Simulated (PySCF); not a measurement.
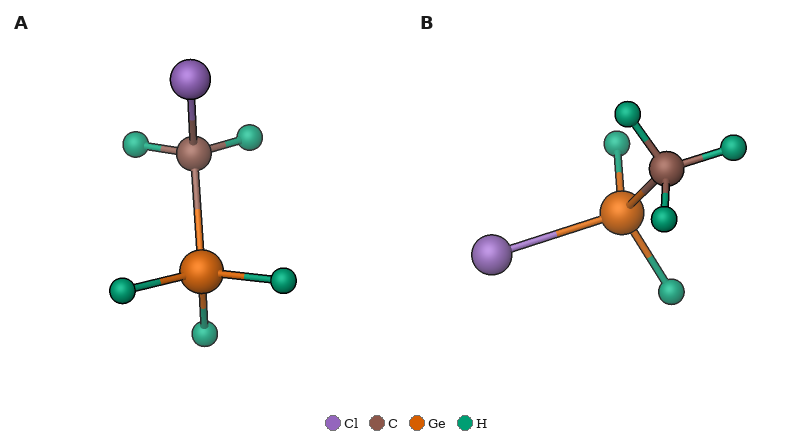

2 stationary structures of one formula. Geometries: PBE0-D3(BJ)/def2-SVP. Electronic energies: PBE0-D3(BJ)/def2-SVP (PySCF 2.14.0), without zero-point energy. No frequency run is at hand to confirm each as a minimum.

Rank them by energy, lowest first.

Answer. B is lowest; A lies 1.619 eV above it (Cs). A is `Cl[CH2][GeH3]`, B is `[CH3][GeH2][Cl]`.
